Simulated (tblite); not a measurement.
## C$_{5}$H$_{10}$NSi$_{2}$ (charge −1): relaxed scan

System: C$_{5}$H$_{10}$NSi$_{2}$, charge −1, SMILES N#CCC[SiH-][SiH]1CC1.
Method: GFN2-xTB relaxed scan under a harmonic restraint, gas phase (tblite 0.8.0).

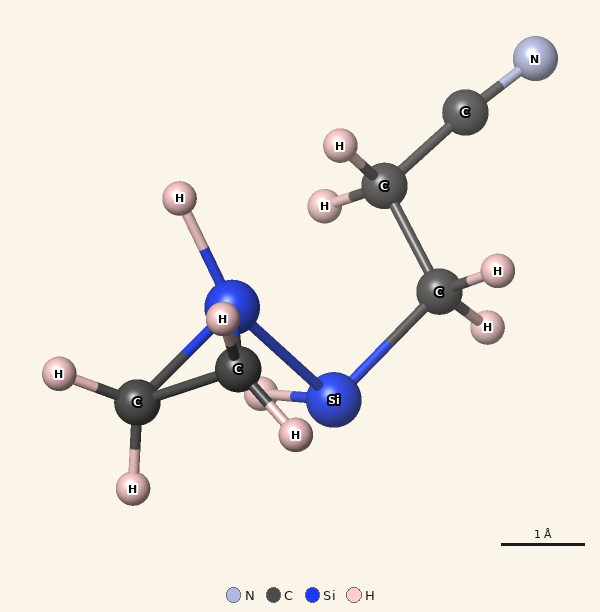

Figure 1. The input geometry (ball-and-stick view, seen at a tilt). Bond lengths as drawn: C–C 1.43 to 1.53 Å, C–H 1.08 to 1.09 Å, C–N 1.15 Å, C–Si 1.89 to 1.94 Å, H–Si 1.51 to 1.52 Å and Si–Si 2.24 Å.

### The input
```
{"job": {"xc": "GFN2-xTB", "basis": "xTB", "coordinate": [["t", [12, 3, 5, 4], 0.3333333333333333], ["t", [3, 5, 12, 4], 0.3333333333333333], ["t", [5, 12, 3, 4], 0.3333333333333333]], "kind": "drive"}, "charge": -1, "multiplicity": 1}
N      4.777519     0.120251     0.368580
C      3.688036    -0.177264     0.150685
C      2.309875    -0.523790    -0.016518
C      1.536024    -0.252162     1.276898
Si    -0.313280    -0.822101     1.172420
Si    -1.077549     0.189849    -0.668889
C     -2.520549     1.365542    -0.324568
C     -2.951802     0.014227    -0.831851
H      1.880148     0.056943    -0.838941
H      2.234769    -1.585819    -0.271965
H      1.600383     0.812184     1.516296
H      2.022175    -0.786807     2.097467
H     -0.000293    -2.212732     0.641212
H     -0.740604     0.615970    -2.073296
H     -2.729120     2.201308    -0.983144
H     -2.803125     1.592389     0.696515
H     -3.435623     0.003708    -1.801460
H     -3.485744    -0.605378    -0.121098
```

The first line tells a small driver script what to run in tblite; the rest is the geometry in Å.

Command:
```bash
OMP_NUM_THREADS=1 python <driver script> task.json out
```

### What the program printed
```
point  coordinate     E/eV
  0     38.000     -605.39306
  1     27.600     -605.10283
  2     29.200     -657.78699
  3    -18.500     -301.28284
  4    -52.600     -600.77645
  5    -22.600     -604.92121
  6    -34.800     -604.92687
  7    -45.200     -604.87159
```

### Key numbers

- outcome: converged
- hardware: 1 CPU thread, shared host
- wall time: 28 s
- peak memory: 0.19 GiB
